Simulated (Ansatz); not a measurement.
# Σ9 (221) boundary in fcc Al: structure and resistance

How much does the Σ9 (221) boundary in fcc Al reflect electrons?

Program: Ansatz 0.2.0. Level of theory: Ansatz plane-wave DFT, LDA, PAW files; relaxation of a bicrystal slab with its lowest layers held; PAW set soft_1, in the first sound run; inputs show where later runs differ. Results are calculated unless marked as measured.

### Step 1. Starting point

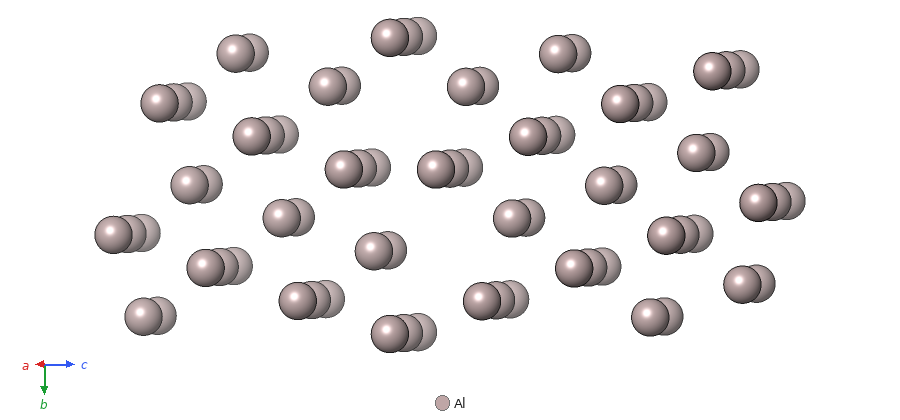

The starting structure, seen from the side, with the c axis across the page (aluminium light grey). 2×1×1 cells are drawn. Some periodic images of atoms are drawn too.

The cell holds 28 atoms: 28 Al. Cell: a = 2.862 Å, b = 8.587 Å, c = 29.891 Å, α = 90.0°, β = 90.0°, γ = 90.0°. It derives from Al. built on the (2 2 1) plane; 2 overlapping atoms removed and the grains opened by 0 Å. Vacuum lies along c.

### Step 2. Relaxing the bicrystal

The boundary is built by mirroring the lower grain in the boundary plane and removing any atoms that overlap. A thin bicrystal slab is relaxed first, with the lowest layers held and the upper grain free to shift and open.

input.yaml

```yaml
crystal:
  lattice:
    - [2.862347037, 0.0, 0.0]
    - [0.0, 8.5870411111, 0.0]
    - [0.0, 0.0, 29.8905266676]
  atoms:
    - { symbol: Al, position: [1.0, 0.6666666667, 0.1672770793] }
    - { symbol: Al, position: [0.5, 0.9444444445, 0.1898481659] }
    - { symbol: Al, position: [0.0, 0.2222222223, 0.2124192526] }
    - { symbol: Al, position: [0.5, 0.5, 0.2349903392] }
    - { symbol: Al, position: [0.0, 0.7777777778, 0.2575614258] }
    - { symbol: Al, position: [0.5, 0.0555555556, 0.2801325124] }
    - { symbol: Al, position: [1.0, 0.3333333334, 0.3027035991] }
    - { symbol: Al, position: [0.5, 0.6111111111, 0.3252746857] }
    - { symbol: Al, position: [0.0, 0.8888888889, 0.3478457723] }
    - { symbol: Al, position: [0.5, 0.1666666667, 0.3704168589] }
    - { symbol: Al, position: [0.0, 0.4444444445, 0.3929879456] }
    - { symbol: Al, position: [0.5, 0.7222222222, 0.4155590322] }
    - { symbol: Al, position: [0.0, 0.0, 0.4381301188] }
    - { symbol: Al, position: [0.0, 0.4444444445, 0.4832722921] }
    - { symbol: Al, position: [0.5, 0.1666666667, 0.5058433787] }
    - { symbol: Al, position: [0.0, 0.8888888889, 0.5284144653] }
    - { symbol: Al, position: [0.5, 0.6111111111, 0.5509855519] }
    - { symbol: Al, position: [1.0, 0.3333333334, 0.5735566386] }
    - { symbol: Al, position: [0.5, 0.0555555556, 0.5961277252] }
    - { symbol: Al, position: [0.0, 0.7777777778, 0.6186988118] }
    - { symbol: Al, position: [0.5, 0.5, 0.6412698984] }
    - { symbol: Al, position: [0.0, 0.2222222223, 0.6638409851] }
    - { symbol: Al, position: [0.5, 0.9444444445, 0.6864120717] }
    - { symbol: Al, position: [1.0, 0.6666666667, 0.7089831583] }
    - { symbol: Al, position: [0.5, 0.3888888889, 0.731554245] }
    - { symbol: Al, position: [0.0, 0.1111111112, 0.7541253316] }
    - { symbol: Al, position: [0.5, 0.8333333334, 0.7766964182] }
    - { symbol: Al, position: [0.0, 0.5555555556, 0.7992675048] }
kpoints:
  mp_grid: { grid: [8, 3, 1] }
hamiltonian:
  xc: lda
  pseudopotentials: { kind: paw, azcp: { folder: soft_1 }, xc_functional: pbe }
scf:
  occupations: { method: fermi_dirac, width: 0.1 }
relax:
  f_tol: 0.03
  max_steps: 80
  constraints: [{ sites: [0, 1, 2, 3, 4] }]
```

Launch:

```console
$ ansatz run input.yaml --threads 4 --pin off --max-ram 15360MiB --backend cpu --events-out ev --progress --plain --runs-dir out
```

Numbers of over 12 decimals in the logs are rounded to 6 here.

What it wrote:

```text
Engine: ansatz 0.2.0, aarch64-unknown-linux-gnu
Pseudopotentials: kind: paw
Pseudopotential: Al, paw, valence charge 3, recommended cutoff 420 eV (normal), soft_1/Al.paw.azcp
Functional definition: SPW92
  exchange = slater_x
  correlation = pw_c
Crystal: 28 atoms, lattice volume = 734.682 Å³
Basis set: ecut = 420 eV, 14359 PW (Γ)
Bands: 70, of which v1, the nominal top of the filled ones, is band 42 counted from 1 (41 counted from 0)
Symmetry: 2 space group operations
Space group: Pm (ITA 6), of the structure as read, at distance tolerance 9.0e-5 Å
k-points: 10 of 24 (time reversal used)
Non-local potential: Al, projectors of the file, l = 0: 2, l = 1: 2, l = 2: 1
PAW form: soft (Blöchl's): semilocal exchange-correlation on the pseudo side does not see the compensation charge
PAW frozen core: Al, regenerated for the run's functional, and the local potential with it (the file was generated under x = pbe(κ = 0.804, μ = 0.219515), c = pbe(β = 0.066725))
PAW one-centre angular grid: Al, 110 points (default); XC on 64 Gauss nodes
Initial density: superposition of atomic densities (neutral atoms: chi_scale 0, normalization atom)
Initial wavefunctions: pseudopotential atomic-orbital guess
Functional: x = slater, c = lda
SCF iter   1: F=—  HF=-14359.680726 eV  |F-HF|=—  |Δ(HF+E_count)|=         —  Δρ=1.99e-2  dr2=3.53e1  ethr=3.10e-3  ⟨swp⟩=9.3  Hψ=4214  notcnv=0  defer=22
preconditioner: auto → LDOS  [metal: Δε(μ)=0.072 eV  Ē_g=6.546 eV  σ=0.100 eV  W_gap=0.18  n_scr=74 (ndim 8)  ℏωp=12.6 eV  f_vac=0.245  D(μ)=10.48/eV (n_scr^D=54)  β→1.0]
SCF iter   2: F=—  HF=-14356.412224 eV  |F-HF|=—  |Δ(HF+E_count)|=    3.27e0  Δρ=9.52e-3  dr2=6.02e0  ethr=3.10e-3  ⟨swp⟩=5.6  Hψ=2079  notcnv=0  defer=54
SCF iter   3: F=—  HF=-14355.957045 eV  |F-HF|=—  |Δ(HF+E_count)|=   4.55e-1  Δρ=2.08e-3  dr2=2.64e-1  ethr=3.10e-3  ⟨swp⟩=4.4  Hψ=1424  notcnv=0  defer=45
SCF iter   4: F=—  HF=-14355.928811 eV  |F-HF|=—  |Δ(HF+E_count)|=   2.82e-2  Δρ=4.37e-4  dr2=3.88e-3  ethr=3.14e-4  ⟨swp⟩=2.8  Hψ=1124  notcnv=0  defer=49
SCF iter   5: F=—  HF=-14355.928399 eV  |F-HF|=—  |Δ(HF+E_count)|=   4.13e-4  Δρ=1.19e-4  dr2=4.25e-4  ethr=4.62e-6  ⟨swp⟩=2.2  Hψ=1215  notcnv=0  defer=49
SCF iter   6: F=-14355.928408 eV  HF=-14355.928411 eV  |F-HF|=2.82e-6  |Δ(HF+E_count)|=   1.25e-5  Δρ=3.29e-5  dr2=1.36e-5  ethr=2.68e-8  ⟨swp⟩=4.0  Hψ=2816  notcnv=0
SCF 1 converged in 6 iterations: F = -14355.928408 eV  dr2 = 1.36e-5
  greatest PAW one-centre occupation: 0.498 electrons in one spin orbital (limit 2), on the Al atom at site 0 (counted from 0), in its partial waves of l = 0
relax step   1: F+E_penalty+E_count = -14355.92840845 eV  Δ(F+E_penalty+E_count) = +0.000e0 eV  max|allowed force component| = 3.907e-1 eV/Å  Δτ_max = 0.0000 Å  (6 SCF iters, dr2 threshold 2.25e-5 eV, accepted)
Initial density: handed on by an earlier stage of this run
Initial wavefunctions: those handed on with the density
iter 1 solved again at ethr=1.96e-4 eV; its pass at ethr=3.10e-3 eV (dr2=1.65e-1 eV) is discarded
SCF iter   1: F=—  HF=-14356.125469 eV  |F-HF|=—  |Δ(HF+E_count)|=         —  Δρ=2.21e-3  dr2=2.34e-1  ethr=1.96e-4  ⟨swp⟩=2.3  Hψ=2825  notcnv=0  defer=49
eigensolver tolerance schedule calibrated: the retry pair's looser diagonalisation under-reported the residual by θ = 0.30 (0.25/decade); ethr = c·dr2/N_el runs at the constant in force after the calibration composes with the one it found (an armed cap, an earlier calibration), c = 1.7e-2
preconditioner: auto → LDOS  [metal: Δε(μ)=0.054 eV  Ē_g=6.435 eV  σ=0.100 eV  W_gap=0.13  n_scr=74 (ndim 8)  ℏωp=12.6 eV  f_vac=0.263  D(μ)=11.01/eV (n_scr^D=58)  β→1.0]
SCF iter   2: F=—  HF=-14356.101314 eV  |F-HF|=—  |Δ(HF+E_count)|=   2.42e-2  Δρ=1.06e-3  dr2=3.53e-2  ethr=4.59e-5  ⟨swp⟩=3.0  Hψ=1315  notcnv=0  defer=49
SCF iter   3: F=—  HF=-14356.096501 eV  |F-HF|=—  |Δ(HF+E_count)|=   4.81e-3  Δρ=2.10e-4  dr2=1.52e-3  ethr=6.93e-6  ⟨swp⟩=2.1  Hψ=1139  notcnv=0  defer=49
SCF iter   4: F=—  HF=-14356.096253 eV  |F-HF|=—  |Δ(HF+E_count)|=   2.49e-4  Δρ=4.11e-5  dr2=3.78e-5  ethr=2.98e-7  ⟨swp⟩=3.1  Hψ=1418  notcnv=0  defer=49
SCF iter   5: F=-14356.096256 eV  HF=-14356.096256 eV  |F-HF|=1.51e-8  |Δ(HF+E_count)|=   2.87e-6  Δρ=1.12e-5  dr2=1.39e-6  ethr=1.88e-9  ⟨swp⟩=5.0  Hψ=2135  notcnv=0
SCF 2 converged in 5 iterations: F = -14356.096256 eV  dr2 = 1.39e-6
relax step   2: F+E_penalty+E_count = -14356.09625559 eV  Δ(F+E_penalty+E_count) = -1.678e-1 eV  max|allowed force component| = 1.623e-1 eV/Å  Δτ_max = 0.1969 Å  (5 SCF iters, dr2 threshold 9.54e-6 eV, accepted)
iter 1 solved again at ethr=6.16e-4 eV; its pass at ethr=3.10e-3 eV (dr2=5.17e-1 eV) is discarded
SCF iter   1: F=—  HF=-14356.261634 eV  |F-HF|=—  |Δ(HF+E_count)|=         —  Δρ=3.01e-3  dr2=5.42e-1  ethr=6.16e-4  ⟨swp⟩=1.1  Hψ=3061  notcnv=0  defer=45
preconditioner: auto → LDOS  [metal: Δε(μ)=0.046 eV  Ē_g=6.450 eV  σ=0.100 eV  W_gap=0.11  n_scr=74 (ndim 8)  ℏωp=12.6 eV  f_vac=0.269  D(μ)=10.45/eV (n_scr^D=54)  β→1.0]
SCF iter   2: F=—  HF=-14356.226680 eV  |F-HF|=—  |Δ(HF+E_count)|=   3.50e-2  Δρ=8.51e-4  dr2=2.00e-2  ethr=6.16e-4  ⟨swp⟩=1.9  Hψ=795  notcnv=0  defer=45
SCF iter   3: F=—  HF=-14356.223496 eV  |F-HF|=—  |Δ(HF+E_count)|=   3.18e-3  Δρ=2.88e-4  dr2=2.94e-3  ethr=2.38e-5  ⟨swp⟩=2.1  Hψ=1097  notcnv=0  defer=45
SCF iter   4: F=—  HF=-14356.222990 eV  |F-HF|=—  |Δ(HF+E_count)|=   5.06e-4  Δρ=4.68e-5  dr2=4.20e-5  ethr=3.50e-6  ⟨swp⟩=2.4  Hψ=1087  notcnv=0  defer=45
SCF iter   5: F=—  HF=-14356.222924 eV  |F-HF|=—  |Δ(HF+E_count)|=   6.51e-5  Δρ=1.41e-5  dr2=3.90e-6  ethr=5.00e-8  ⟨swp⟩=2.7  Hψ=1239  notcnv=0  defer=45
SCF iter   6: F=-14356.222925 eV  HF=-14356.222925 eV  |F-HF|=8.18e-8  |Δ(HF+E_count)|=   2.21e-7  Δρ=2.76e-6  dr2=1.76e-7  ethr=1.96e-9  ⟨swp⟩=4.7  Hψ=2197  notcnv=0
SCF 3 converged in 6 iterations: F = -14356.222925 eV  dr2 = 1.76e-7
  greatest PAW one-centre occupation: 0.497 electrons in one spin orbital (limit 2), on the Al atom at site 0 (counted from 0), in its partial waves of l = 0
relax step   3: F+E_penalty+E_count = -14356.22292456 eV  Δ(F+E_penalty+E_count) = -1.267e-1 eV  max|allowed force component| = 1.141e-1 eV/Å  Δτ_max = 0.1922 Å  (6 SCF iters, dr2 threshold 1.65e-6 eV, accepted)
[...]
relax step   4: F+E_penalty+E_count = -14356.34844551 eV  Δ(F+E_penalty+E_count) = -1.255e-1 eV  max|allowed force component| = 6.363e-2 eV/Å  Δτ_max = 0.1973 Å  (6 SCF iters, dr2 threshold 2.25e-6 eV, accepted)
[...]
relax step   5: F+E_penalty+E_count = -14356.42401582 eV  Δ(F+E_penalty+E_count) = -7.557e-2 eV  max|allowed force component| = 6.359e-2 eV/Å  Δτ_max = 0.1914 Å  (7 SCF iters, dr2 threshold 1.26e-6 eV, accepted)
[...]
relax step   6: F+E_penalty+E_count = -14356.45385351 eV  Δ(F+E_penalty+E_count) = -2.984e-2 eV  max|allowed force component| = 8.608e-2 eV/Å  Δτ_max = 0.1947 Å  (6 SCF iters, dr2 threshold 1.26e-6 eV, accepted)
[...]
relax step   7: F+E_penalty+E_count = -14356.45055196 eV  Δ(F+E_penalty+E_count) = +3.302e-3 eV  max|allowed force component| = 6.348e-2 eV/Å  Δτ_max = 0.1626 Å  (6 SCF iters, dr2 threshold 7.40e-6 eV, rejected (line search))
SCF iter   1: F=—  HF=-14356.463949 eV  |F-HF|=—  |Δ(HF+E_count)|=         —  Δρ=9.53e-4  dr2=4.00e-2  ethr=9.38e-4  ⟨swp⟩=3.8  Hψ=1654  notcnv=0  defer=47
preconditioner: auto → LDOS  [metal: Δε(μ)=0.084 eV  Ē_g=6.543 eV  σ=0.100 eV  W_gap=0.21  n_scr=74 (ndim 8)  ℏωp=12.6 eV  f_vac=0.286  D(μ)=9.32/eV (n_scr^D=46)  β→1.0]
SCF iter   2: F=—  HF=-14356.459245 eV  |F-HF|=—  |Δ(HF+E_count)|=   4.70e-3  Δρ=5.36e-4  dr2=1.67e-2  ethr=4.76e-5  ⟨swp⟩=2.5  Hψ=1223  notcnv=0  defer=47
SCF iter   3: F=—  HF=-14356.457508 eV  |F-HF|=—  |Δ(HF+E_count)|=   1.74e-3  Δρ=9.88e-5  dr2=6.19e-4  ethr=1.98e-5  ⟨swp⟩=2.4  Hψ=954  notcnv=0  defer=47
SCF iter   4: F=—  HF=-14356.457427 eV  |F-HF|=—  |Δ(HF+E_count)|=   8.10e-5  Δρ=3.23e-5  dr2=6.53e-5  ethr=7.37e-7  ⟨swp⟩=2.1  Hψ=1101  notcnv=0  defer=47
SCF iter   5: F=—  HF=-14356.457346 eV  |F-HF|=—  |Δ(HF+E_count)|=   8.11e-5  Δρ=7.16e-6  dr2=2.45e-6  ethr=7.77e-8  ⟨swp⟩=1.7  Hψ=860  notcnv=0  defer=47
SCF iter   6: F=-14356.457347 eV  HF=-14356.457347 eV  |F-HF|=2.15e-8  |Δ(HF+E_count)|=   2.36e-7  Δρ=1.71e-6  dr2=4.63e-8  ethr=1.19e-10  ⟨swp⟩=4.1  Hψ=3004  notcnv=0
SCF 8 converged in 6 iterations: F = -14356.457347 eV  dr2 = 4.63e-8
relax step   8: F+E_penalty+E_count = -14356.45734659 eV  Δ(F+E_penalty+E_count) = -3.493e-3 eV  max|allowed force component| = 1.999e-2 eV/Å  Δτ_max = 0.0258 Å  (6 SCF iters, accepted)
SCF converged after 6 iterations
Free energy (F): -14356.457347 eV
Harris-Foulkes:  -14356.457347 eV  (|F-HF|=2.15e-8)
Internal energy: -14356.135409 eV  (E = F + TS)
E sigma→0 (E₀):  -14356.296378 eV
Entropy (-TS):   -0.321938 eV (-11.498 meV/atom)
Fermi energy:    3.317431 eV
--- Per-component energies (eV) ---
  E_band       = -79.063885
  E_kinetic    = 622.592782
  E_local      = -17076.022862  (includes V_loc(G=0)·N_el)
  E_nonlocal   = 301.831559
  E_hartree    = 8498.144082
  E_xc         = -1039.963002
  E_vxc        = -816.225464  (∫ρ·V_xc dr)
  E_paw        = -12466.065725  (= ΣΔE_a)
  E_vpaw       = -107.517306  (= ΣTr[D̂ρ^β])
  E_aug_tail   = -0.000110  (compensation charges beyond the density's cutoff)
  E_ewald      = 6801.787803
  E_core_change = 1.560065  (= ΣΔE_core)
  E_smearing   = -0.321938  (= −TS)
  E_closure    = 0.000000  (closes the sum)
  Σ components = -14356.457347   (vs F -14356.457347, Δ=0.00e0)
--- Forces (eV/Å), atoms counted from 1 ---
  atom   1  Al     0.00000000     0.14295736     0.39802910
  atom   2  Al     0.00000000    -0.01401738     0.13678864
  atom   3  Al     0.00000000    -0.10038770    -0.03093016
  atom   4  Al     0.00000000    -0.02970153    -0.24712813
  atom   5  Al     0.00000000     0.01855507    -0.25282185
  atom   6  Al     0.00000000    -0.00653819     0.00150571
  atom   7  Al     0.00000000    -0.00559735     0.01428516
  atom   8  Al     0.00000000     0.01051812    -0.00359606
  atom   9  Al     0.00000000    -0.01081462     0.01427004
  atom  10  Al     0.00000000     0.01207417    -0.01999142
  atom  11  Al     0.00000000    -0.00210236    -0.00026089
  atom  12  Al     0.00000000    -0.00628569     0.00326413
  atom  13  Al     0.00000000    -0.00809704    -0.01430935
  atom  14  Al     0.00000000     0.00349716    -0.00321633
  atom  15  Al     0.00000000    -0.00287536     0.01172499
  atom  16  Al     0.00000000    -0.00126362    -0.00416523
  atom  17  Al     0.00000000     0.00991609    -0.00051778
  atom  18  Al     0.00000000    -0.00615865    -0.00040700
  atom  19  Al     0.00000000     0.00483885     0.00413764
  atom  20  Al     0.00000000    -0.00555947    -0.00507642
  atom  21  Al     0.00000000    -0.00324813     0.00067495
  atom  22  Al     0.00000000     0.00498609    -0.00822026
  atom  23  Al     0.00000000     0.00081324    -0.00319977
  atom  24  Al     0.00000000    -0.00238528    -0.00565036
  atom  25  Al     0.00000000     0.00339871    -0.00029501
  atom  26  Al     0.00000000    -0.00559644     0.00196511
  atom  27  Al     0.00000000    -0.00105760     0.00895721
  atom  28  Al     0.00000000     0.00012223     0.00380414
  max |Σ_I F_I| component: 3.79e-4 eV/Å
--- Relaxed structure (8 steps of the walk, 7 accepted, 0 SCFs on fresh bases) ---
  F+E_penalty+E_count = -14356.45734659 eV   max|allowed force component| = 1.999e-2 eV/Å
  atoms:
    - { symbol: Al, position: [1.0, 0.666667, 0.1672770793] }
    - { symbol: Al, position: [0.5, 0.944444, 0.1898481659] }
    - { symbol: Al, position: [0.0, 0.222222, 0.2124192526] }
    - { symbol: Al, position: [0.5, 0.500000, 0.2349903392] }
    - { symbol: Al, position: [0.0, 0.777778, 0.2575614258] }
    - { symbol: Al, position: [0.5, 0.054118, 0.279266] }
    - { symbol: Al, position: [1.0, 0.333310, 0.298697] }
    - { symbol: Al, position: [0.5, 0.618408, 0.322378] }
    - { symbol: Al, position: [0.0, 0.885383, 0.344234] }
    - { symbol: Al, position: [0.5, 0.180469, 0.366171] }
    - { symbol: Al, position: [0.0, 0.455464, 0.383896] }
    - { symbol: Al, position: [0.5, 0.716714, 0.430301] }
    - { symbol: Al, position: [0.0, 0.0038067, 0.426370] }
    - { symbol: Al, position: [0.0, 0.450486, 0.470945] }
    - { symbol: Al, position: [0.5, 0.178020, 0.487063] }
    - { symbol: Al, position: [0.0, 0.889716, 0.509522] }
    - { symbol: Al, position: [0.5, 0.623486, 0.530841] }
    - { symbol: Al, position: [1.0, 0.340938, 0.556506] }
    - { symbol: Al, position: [0.5, 0.064377, 0.574734] }
    - { symbol: Al, position: [0.0, 0.787224, 0.596977] }
    - { symbol: Al, position: [0.5, 0.507000, 0.620105] }
    - { symbol: Al, position: [0.0, 0.227072, 0.642455] }
    - { symbol: Al, position: [0.5, 0.950974, 0.662146] }
    - { symbol: Al, position: [1.0, 0.674246, 0.682966] }
    - { symbol: Al, position: [0.5, 0.389956, 0.710207] }
    - { symbol: Al, position: [0.0, 0.117412, 0.729855] }
    - { symbol: Al, position: [0.5, 0.849400, 0.749219] }
    - { symbol: Al, position: [0.0, 0.581345, 0.769014] }
```

Run time: 87 s. Hardware: 4 threads of Arm Neoverse V1, shared host; peak memory 1.3 GiB.

Relaxation path:

| step | energy less that of the first step (eV) | largest force component (eV/Å) |
| --- | --- | --- |
| 1 | 0.0000 | 0.3907 |
| 2 | -0.1678 | 0.1623 |
| 3 | -0.2945 | 0.1141 |
| 4 | -0.4200 | 0.0636 |
| 5 | -0.4956 | 0.0636 |
| 6 | -0.5254 | 0.0861 |
| 7 | -0.5221 | 0.0635 |
| 8 | -0.5289 | 0.0200 |

Relaxation step 7 was tried and not accepted.

Forces are held to the 2 operations that the run works with; a distortion that breaks them can't arise in this run.

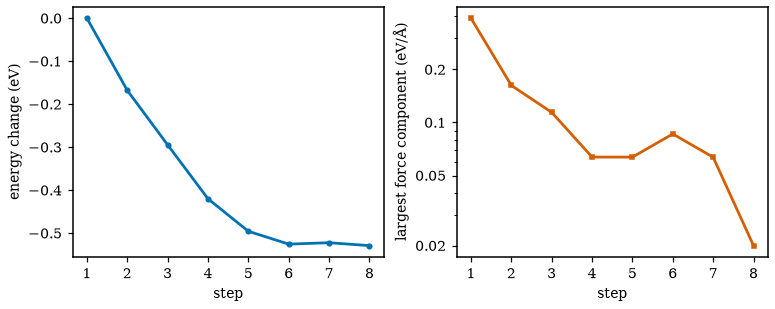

Energy and largest force along the relaxation.

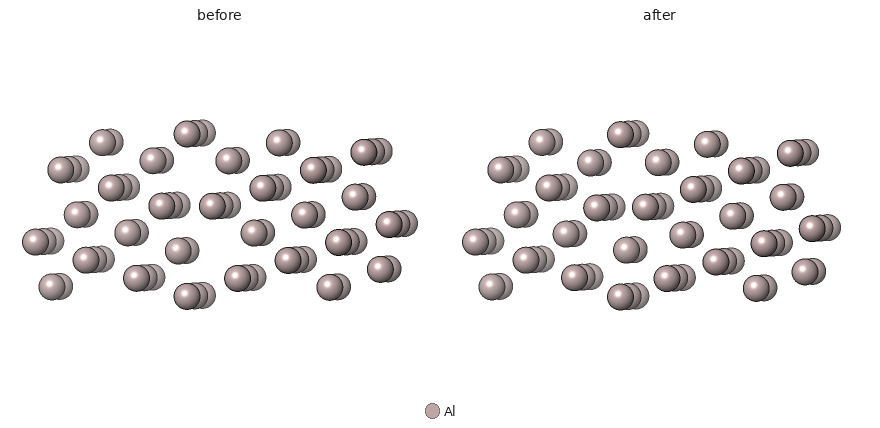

The structure before and after the relaxation, drawn at the same scale.

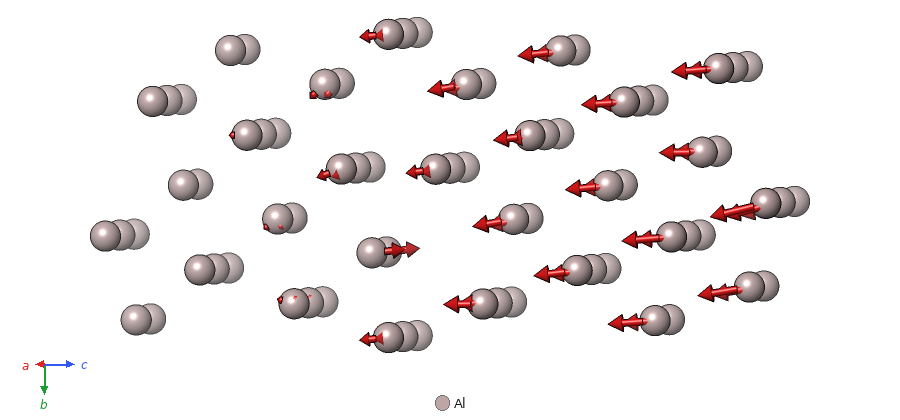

Displacements in the relaxation, exaggerated; the longest in the cell stands for 0.93 Å. 2×1×1 cells are drawn. Some periodic images of atoms are drawn too.

The atoms that moved most (Å):

| atom | dx | dy | dz | length |
| --- | --- | --- | --- | --- |
| Al28 | 0.000 | 0.221 | -0.904 | 0.931 |
| Al27 | 0.000 | 0.138 | -0.821 | 0.833 |
| Al24 | 0.000 | 0.065 | -0.778 | 0.780 |
| Al23 | 0.000 | 0.056 | -0.725 | 0.727 |
| Al26 | 0.000 | 0.054 | -0.725 | 0.727 |
| Al20 | 0.000 | 0.081 | -0.649 | 0.654 |
| Al19 | 0.000 | 0.076 | -0.639 | 0.644 |
| Al22 | 0.000 | 0.042 | -0.639 | 0.641 |

Numbers from this step:

```
free energy             : -14356.4573 eV
energy at zero smearing : -14356.2964 eV
Fermi energy            : 3.317 eV
```

The largest force component on a free atom ends at 0.020 eV/Å, under the tolerance of 0.03, after 8 steps.

[end of part 1 of 3]

[Logs are printed without paths, hosts, clocks, repeated set-up lines and the standing remarks that a program may print on its own settings, such as how far it seeks lower states.]

[Hosts, paths, dates, database ids (printed as entryN), source tags and the programs' standing remarks are cut or masked in the printed files.]
